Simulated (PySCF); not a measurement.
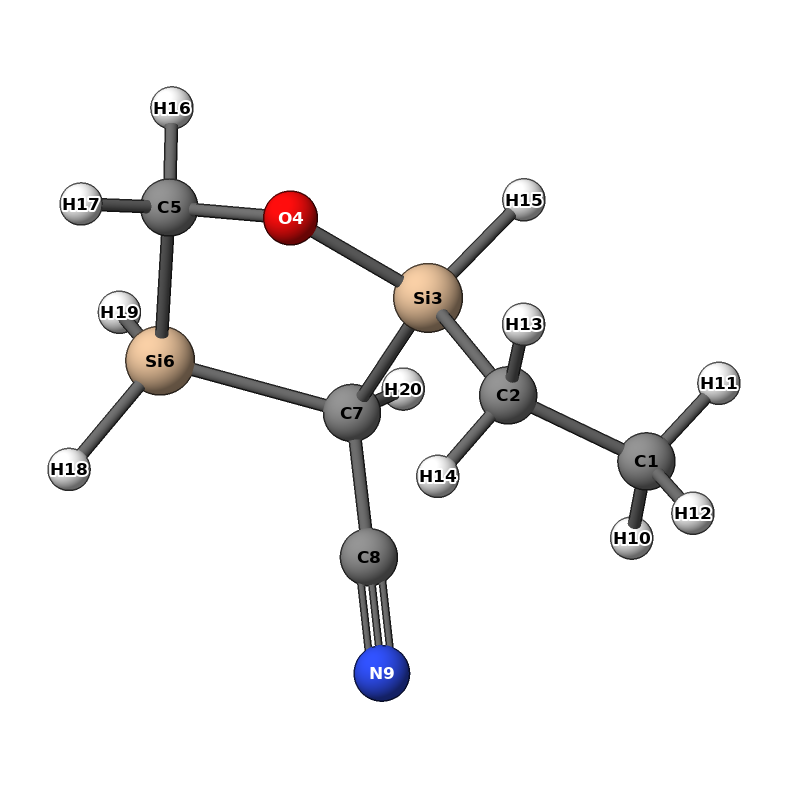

The questions are on isotropic NMR shieldings of the H atoms. The computed structure is the end point of a GFN2-xTB optimisation. No frequency run is at hand to confirm it as a minimum. Method: GIAO PBE0/pcSseg-1 NMR shielding, non-relativistic, gas phase (PySCF 2.14.0).

List the isotropic NMR shieldings of the H atoms.

```csv
atom,σ (ppm)
H10,30.41
H11,30.94
H12,30.35
H13,30.56
H14,30.40
H15,26.75
H16,27.78
H17,27.33
H18,27.19
H19,27.14
H20,30.16
```

The geometry is semi-empirical. Around Si such bond lengths and angles can be off by a tenth of an ångström or more and by several degrees, and values that hang on the shape move with them.
